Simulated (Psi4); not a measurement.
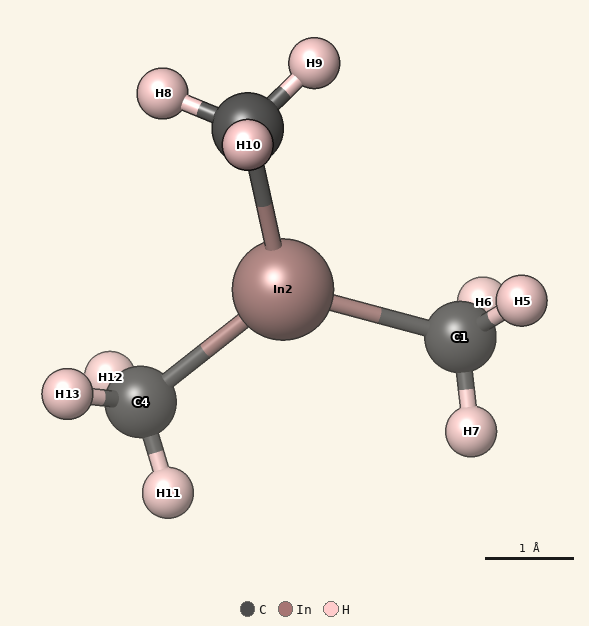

*The structure as given in the input (ball-and-stick view, seen at a tilt; atoms are numbered from 1 in the order of the input). Sticks mark near contacts.*

Bond lengths as drawn: C–H 1.09 Å and C–In 2.16 Å.

Run report: C$_{3}$H$_{9}$In, excited-state calculation

C$_{3}$H$_{9}$In, SMILES [CH3][In]([CH3])[CH3], computed with CIS/def2-SVPD, RHF, core potentials def2 (Psi4 1.11).

The geometry comes from this level: PBE0-D4/def2-TZVP.

## The program's output
```
Psi4 1.11 release

   => Loading Basis Set <=

    Name: DEF2-SVPD
    Role: ORBITAL
    Keyword: BASIS

    !!!  WARNING: ECP capability is in beta. Please check occupations closely.  !!!

         ---------------------------------------------------------
                                   SCF
                              RHF Reference
                        1 Threads,   1525 MiB Core
         ---------------------------------------------------------

  ==> Geometry <==

    Molecular point group: c1
    Full point group: C1

    Geometry (in Bohr), charge = 0, multiplicity = 1:

       Center              X                  Y                   Z               Mass
    ------------   -----------------  -----------------  -----------------  -----------------
         C           -0.969072929793     3.592518649174    -1.696287133267    12.000000000000
         IN           0.002435270207    -0.000228660826    -0.003281493267   114.903878776000
         C            2.775419380207    -0.161422290826     2.997414616733    12.000000000000
         C           -1.820205579793    -3.429892600826    -1.281303273267    12.000000000000
         H            0.609982220207     4.915515909174    -1.603501573267     1.007825032230
         H           -2.553986239793     4.426832739174    -0.664874613267     1.007825032230
         H           -1.546006319793     3.364050759174    -3.662547163267     1.007825032230
         H            2.399552860207    -1.729139090826     4.282806326733     1.007825032230
         H            2.823418430207     1.598101699174     4.071345976733     1.007825032230
         H            4.649838720207    -0.452629090826     2.176517586733     1.007825032230
         H           -2.383532939793    -3.289485950826    -3.259657553267     1.007825032230
         H           -3.524927519793    -3.756059330826    -0.158994923267     1.007825032230
         H           -0.586970309793    -5.065450560826    -1.043008803267     1.007825032230

  Running in c1 symmetry.

  Rotational constants: A =      0.13970  B =      0.13938  C =      0.07259 [cm^-1]
  Rotational constants: A =   4188.04579  B =   4178.58407  C =   2176.13590 [MHz]
  Nuclear repulsion =  189.811581689962338

  Charge       = 0
  Multiplicity = 1
  Electrons    = 48
  Nalpha       = 24
  Nbeta        = 24

  ==> Algorithm <==

  SCF Algorithm Type is DF.
  DIIS enabled.
  MOM disabled.
  Fractional occupation disabled.
  Guess Type is SAD.
  Energy threshold   = 1.00e-06
  Density threshold  = 1.00e-06
  Integral threshold = 1.00e-12

  ==> Primary Basis <==

  Basis Set: DEF2-SVPD
    Blend: DEF2-SVPD
    Number of shells: 72
    Number of basis functions: 164
    Number of Cartesian functions: 173
    Spherical Harmonics?: true
    Max angular momentum: 2

  Core potential: DEF2-SVPD
    Number of shells: 4
    Number of ECP primitives: 18
    Number of ECP core electrons: 28
    Max angular momentum: 3

   => Loading Basis Set <=

    Name: (DEF2-SVPD AUX)
    Role: JKFIT
    Keyword: DF_BASIS_SCF

  ==> Integral Setup <==

  DFHelper Memory: AOs need 0.128 GiB; user supplied 1.118 GiB.
  SCF_SUBTYPE=INCORE selected. In-core MEM_DF algorithm will be used.
  Using in-core AOs.

  ==> MemDFJK: Density-Fitted J/K Matrices <==

    J tasked:                   Yes
    K tasked:                   Yes
    wK tasked:                   No
    Memory [MiB]:              1144
    Algorithm:                 Core
    Schwarz Cutoff:           1E-12
    Mask sparsity (%):       2.0152
    Fitting Condition:        1E-10

   => Auxiliary Basis Set <=

  Basis Set: (DEF2-SVPD AUX)
    Blend: DEF2-UNIVERSAL-JKFIT
    Number of shells: 175
    Number of basis functions: 605
    Number of Cartesian functions: 756
    Spherical Harmonics?: true
    Max angular momentum: 5

  Minimum eigenvalue in the overlap matrix is 3.3630651758E-04.
  Reciprocal condition number of the overlap matrix is 3.9590925896E-05.
    Using symmetric orthogonalization.

  ==> Pre-Iterations <==

  SCF Guess: Superposition of Atomic Densities via on-the-fly atomic UHF (no occupation information).

   -------------------------
    Irrep   Nso     Nmo
   -------------------------
     A        164     164
   -------------------------
    Total     164     164
   -------------------------

  ==> Iterations <==

                           Total Energy        Delta E     RMS |[F,P]|

   @DF-RHF iter SAD:  -306.11571178693339   -3.06116e+02   0.00000e+00
   @DF-RHF iter   1:  -307.64944280797135   -1.53373e+00   4.29667e-03 ADIIS/DIIS
   @DF-RHF iter   2:  -307.88734555325914   -2.37903e-01   1.88349e-03 ADIIS/DIIS
   @DF-RHF iter   3:  -307.93715525116727   -4.98097e-02   2.37018e-04 ADIIS/DIIS
   @DF-RHF iter   4:  -307.93914945520964   -1.99420e-03   7.25379e-05 DIIS
   @DF-RHF iter   5:  -307.93926971769241   -1.20262e-04   1.43176e-05 DIIS
   @DF-RHF iter   6:  -307.93927693317812   -7.21549e-06   2.45302e-06 DIIS
   @DF-RHF iter   7:  -307.93927719511476   -2.61937e-07   6.52209e-07 DIIS
  Energy and wave function converged.

  ==> Post-Iterations <==

    Orbital Energies [Eh]
    ---------------------

    Doubly Occupied:

       1A    -11.202746     2A    -11.202725     3A    -11.202641
       4A     -5.356631     5A     -3.618843     6A     -3.608402
       7A     -3.608399     8A     -1.011712     9A     -1.003128
      10A     -1.003104    11A     -1.000383    12A     -1.000334
      13A     -0.898672    14A     -0.883929    15A     -0.883822
      16A     -0.538547    17A     -0.538239    18A     -0.537582
      19A     -0.529948    20A     -0.529761    21A     -0.529410
      22A     -0.498906    23A     -0.356755    24A     -0.356636

    Virtual:

      25A      0.044058    26A      0.061288    27A      0.112667
      28A      0.112672    29A      0.115576    30A      0.128471
      31A      0.128705    32A      0.139827    33A      0.140792
      34A      0.168745    35A      0.185554    36A      0.211257
      37A      0.213706    38A      0.237812    39A      0.238528
      40A      0.243450    41A      0.248057    42A      0.252229
      43A      0.259956    44A      0.263627    45A      0.295382
      46A      0.308091    47A      0.319252    48A      0.319707
      49A      0.324887    50A      0.332297    51A      0.337866
      52A      0.380200    53A      0.381491    54A      0.383920
      55A      0.396222    56A      0.400238    57A      0.403643
      58A      0.420937    59A      0.432236    60A      0.436897
      61A      0.439373    62A      0.450182    63A      0.451743
      64A      0.472029    65A      0.482322    66A      0.486650
      67A      0.496239    68A      0.502102    69A      0.511441
      70A      0.516660    71A      0.517529    72A      0.524792
      73A      0.525558    74A      0.533923    75A      0.540849
      76A      0.555004    77A      0.563434    78A      0.572941
      79A      0.574109    80A      0.580223    81A      0.598807
      82A      0.600556    83A      0.607135    84A      0.630880
      85A      0.649649    86A      0.651851    87A      0.674538
      88A      0.676425    89A      0.714599    90A      0.738340
      91A      0.762206    92A      0.764559    93A      0.838589
      94A      0.888928    95A      0.912234    96A      0.958529
      97A      0.967124    98A      1.079575    99A      1.080402
     100A      1.106700   101A      1.116548   102A      1.141959
     103A      1.165421   104A      1.166133   105A      1.190747
     106A      1.199954   107A      1.243827   108A      1.249684
     109A      1.250701   110A      1.260017   111A      1.264291
     112A      1.285488   113A      1.300861   114A      1.354568
     115A      1.364944   116A      1.380129   117A      1.415666
     118A      1.427715   119A      1.791347   120A      1.832588
     121A      1.836790   122A      1.839987   123A      1.861973
     124A      1.955796   125A      1.960109   126A      1.960534
     127A      1.980510   128A      2.106450   129A      2.110341
     130A      2.139446   131A      2.165558   132A      2.174102
     133A      2.201982   134A      2.210215   135A      2.269182
     136A      2.269911   137A      2.328693   138A      2.329116
     139A      2.334882   140A      2.352463   141A      2.361582
     142A      2.364001   143A      2.619872   144A      2.634585
     145A      2.641216   146A      2.839466   147A      2.845388
     148A      2.846373   149A      2.858999   150A      2.861693
     151A      2.864032   152A      3.134153   153A      3.137825
     154A      3.139285   155A      3.442678   156A      3.444289
     157A      3.446160   158A      3.448322   159A      3.465973
     160A      3.468393   161A     17.283987   162A     18.708578
     163A     18.716318   164A     61.735017

    Final Occupation by Irrep:
              A
    DOCC [    24 ]
    NA   [    24 ]
    NB   [    24 ]

  @DF-RHF Final Energy:  -307.93927719511476

   => Energetics <=

    Nuclear Repulsion Energy =            189.8115816899623383
    One-Electron Energy =                -871.6991096980077600
    Two-Electron Energy =                 373.9482508129306098
    Total Energy =                       -307.9392771951147552

Computation Completed

Properties will be evaluated at   0.000000,   0.000000,   0.000000 [a0]

Properties computed using the SCF density matrix

 Multipole Moments:

 ------------------------------------------------------------------------------------
     Multipole            Electronic (a.u.)      Nuclear  (a.u.)        Total (a.u.)
 ------------------------------------------------------------------------------------

 L = 1.  Multiply by 2.5417464519 to convert [e a0] to [Debye]
 Dipole X            :          0.1435649           -0.1446452           -0.0010803
 Dipole Y            :         -0.0138240            0.0141578            0.0003338
 Dipole Z            :         -0.1892798            0.1881192           -0.0011606
 Magnitude           :                                                    0.0016203

 ------------------------------------------------------------------------------------

	total time  =          4 seconds =       0.07 minutes

******************************************************************************************
**********                               WARNING                                **********
**********       The names of excited state variables changed between 1.5       **********
**********     and 1.6. For a quick solution, remove the symmetry specifier     **********
**********   from the variable name. For full details, see 'Notes on Psivars'   **********
**********                        in the documentation.                         **********
******************************************************************************************

         ---------------------------------------------------------
                         TDSCF excitation energies
         ---------------------------------------------------------

  ==> Options <==

     Residual threshold  : 1.0000e-04
     Initial guess       : denominators
     Reference           : RHF
     Solver type         : TDA (Davidson)

  ==> Requested Excitations <==

      4 singlet states with A symmetry

  ==> Seeking the lowest 4 singlet states with A symmetry

                         Generalized Davidson Solver

  ==> Options <==

    Max number of iterations        = 60
    Eigenvector tolerance           = 1.0000e-04
    Max number of expansion vectors = 800

  => Iterations <=
                           Max[D[value]]     Max[|R|]   # vectors
  DavidsonSolver iter   1:   2.63104e-01  6.34228e-02     16
  DavidsonSolver iter   2:   1.33391e-02  3.08730e-02     20
  DavidsonSolver iter   3:   1.78361e-03  1.20342e-02     24
  DavidsonSolver iter   4:   3.05018e-04  4.00759e-03     28
  DavidsonSolver iter   5:   3.46963e-05  1.32323e-03     32
  DavidsonSolver iter   6:   2.16834e-06  3.60145e-04     36
  DavidsonSolver iter   7:   1.39569e-07  1.40100e-04     39
  DavidsonSolver iter   8:   1.63845e-08  9.88625e-05     40      Converged

******************************************************************************************
**********                               WARNING                                **********
**********  Length-gauge rotatory strengths are **NOT** gauge-origin invariant  **********
******************************************************************************************

                                    Excitation Energy         Total Energy        Oscillator Strength             Rotatory Strength
     #   Sym: GS->ES (Trans)        au              eV              au          au (length)    au (velocity)    au (length)    au (velocity)
    ---- -------------------- --------------- --------------- --------------- --------------- --------------- --------------- ---------------
     1        A->A (1 A)       0.21169         5.76028        -307.72759       0.0000          0.0000          0.0009         -0.0002
     2        A->A (1 A)       0.21174         5.76168        -307.72754       0.0000          0.0000         -0.0009          0.0001
     3        A->A (1 A)       0.24760         6.73746        -307.69168       0.1935          0.2023          0.0009          0.0009
     4        A->A (1 A)       0.24768         6.73961        -307.69160       0.1944          0.2034         -0.0009         -0.0009

Contributing excitations
Only contributions with abs(coeff) > 1.00e-01 will be printed:

Excited State    1 (1 A):   0.21169 au   215.24 nm f = 0.0000
  Sums of squares: Xssq =  1.000000e+00
     23a  ->  26a     0.187033 ( 3.498%)
     24a  ->  26a     0.947066 (89.693%)
     24a  ->  35a     0.162842 ( 2.652%)

Excited State    2 (1 A):   0.21174 au   215.19 nm f = 0.0000
  Sums of squares: Xssq =  1.000000e+00
     23a  ->  26a     0.947323 (89.742%)
     23a  ->  35a     0.162175 ( 2.630%)
     24a  ->  26a    -0.186908 ( 3.493%)

Excited State    3 (1 A):   0.24760 au   184.02 nm f = 0.1935
  Sums of squares: Xssq =  1.000000e+00
     23a  ->  27a     0.137800 ( 1.899%)
     23a  ->  32a     0.110826 ( 1.228%)
     24a  ->  25a     0.900542 (81.098%)
     24a  ->  28a    -0.140175 ( 1.965%)
     24a  ->  33a    -0.112383 ( 1.263%)
     24a  ->  34a     0.243974 ( 5.952%)

Excited State    4 (1 A):   0.24768 au   183.96 nm f = 0.1944
  Sums of squares: Xssq =  1.000000e+00
     23a  ->  25a     0.900192 (81.035%)
     23a  ->  28a     0.135172 ( 1.827%)
     23a  ->  29a    -0.104404 ( 1.090%)
     23a  ->  33a     0.109958 ( 1.209%)
     23a  ->  34a     0.245088 ( 6.007%)
     24a  ->  27a     0.137890 ( 1.901%)
     24a  ->  32a     0.111102 ( 1.234%)

******************************************************************************************
**********                               WARNING                                **********
**********       The names of excited state variables changed between 1.5       **********
**********     and 1.6. For a quick solution, remove the symmetry specifier     **********
**********   from the variable name. For full details, see 'Notes on Psivars'   **********
**********                        in the documentation.                         **********
******************************************************************************************
```

## Standard output
```
root 1: 5.7603 eV  f = 0.0000  A
root 2: 5.7617 eV  f = 0.0000  A
root 3: 6.7375 eV  f = 0.1935  A
root 4: 6.7396 eV  f = 0.1944  A
scf energy: -307.9392771951 Eh
CURRENT ENERGY                                   -307.9392771951
CURRENT REFERENCE ENERGY                         -307.9392771951
DD SOLVATION ENERGY                                 0.0000000000
HF KINETIC ENERGY                                 191.3605950120
HF POTENTIAL ENERGY                              -499.2998722071
HF TOTAL ENERGY                                  -307.9392771951
HF VIRIAL RATIO                                     2.6092094466
NUCLEAR REPULSION ENERGY                          189.8115816900
ONE-ELECTRON ENERGY                              -871.6991096980
PCM POLARIZATION ENERGY                             0.0000000000
PE ENERGY                                           0.0000000000
SCF ITERATION ENERGY                             -307.9392771951
SCF ITERATIONS                                      7.0000000000
SCF TOTAL ENERGY                                 -307.9392771951
TWO-ELECTRON ENERGY                               373.9482508129
```

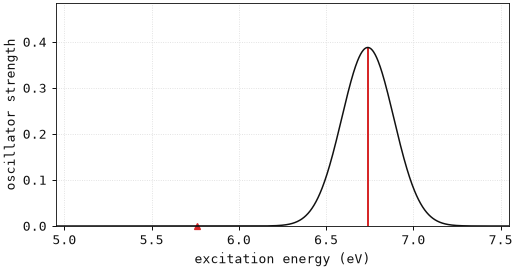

*Computed excitations as sticks (degenerate states added up, dark ones marked on the axis), with a Gaussian envelope of 0.35 eV full width at half maximum, scaled to the tallest.*

Of the 4 states the lowest lies at 5.76 eV (f = 0.000); the strongest line is at 6.74 eV, or 184 nm (f = 0.388, summed over 2 states that lie within 0.004 eV).

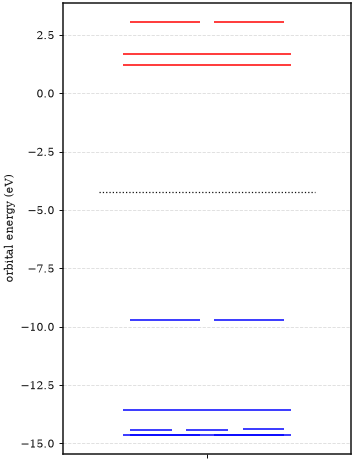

*Orbital energies near the frontier (SCF reference); the dotted line parts filled from empty levels, and levels within 0.02 eV of each other stand side by side.*

Highest filled −9.70 eV, lowest empty 1.20 eV, 10.90 eV apart.

This output came from the following input.

## Input file (run.py)
```python
import psi4

psi4.set_memory(1600000000)
psi4.set_num_threads(1)
psi4.set_output_file('output.dat', False)

m = psi4.geometry("""
0 1
C     -0.95657936     3.58651121    -1.70604475
In     0.01492884    -0.00623610    -0.01303911
C      2.78791295    -0.16742973     2.98765700
C     -1.80771201    -3.43590004    -1.29106089
H      0.62247579     4.90950847    -1.61325919
H     -2.54149267     4.42082530    -0.67463223
H     -1.53351275     3.35804332    -3.67230478
H      2.41204643    -1.73514653     4.27304871
H      2.83591200     1.59209426     4.06158836
H      4.66233229    -0.45863653     2.16675997
H     -2.37103937    -3.29549339    -3.26941517
H     -3.51243395    -3.76206677    -0.16875254
H     -0.57447674    -5.07145800    -1.05276642
units bohr
symmetry c1
""")

psi4.set_options({
    'basis': 'def2-SVPD',
    'reference': 'rhf',
    'puream': True,
    'scf_type': 'df',
    'save_jk': True,
})

from psi4.driver.procrouting.response.scf_response import tdscf_excitations
energy_value, wavefunction = psi4.energy('scf', molecule=m, return_wfn=True)
states = tdscf_excitations(wavefunction, states=4, tda=True)
for k, s in enumerate(states, 1):
    print(f"root {k}: {s['EXCITATION ENERGY'] * 27.211386:.4f} eV  f = {s['OSCILLATOR STRENGTH (LEN)']:.4f}  {s['SYMMETRY']}")
print(f'scf energy: {energy_value:.10f} Eh')
for k, v in sorted(psi4.core.scalar_variables().items()):
    print(f'{k:45s} {v:18.10f}')
```

Launch command:
```bash
python run.py
```

## Results in brief

| quantity | value |
| --- | --- |
| outcome | converged |
| total energy | −307.939277 hartree |
| basis functions | 164 |
| HOMO of the SCF reference | −9.70 eV |
| LUMO of the SCF reference | 1.20 eV |
| lowest excitation | 5.76 eV |
| hardware | 1 thread of AMD EPYC (Zen 2), 12 GiB of memory available, shared host |
| wall time | 12 s |
| peak memory | 0.37 GiB |
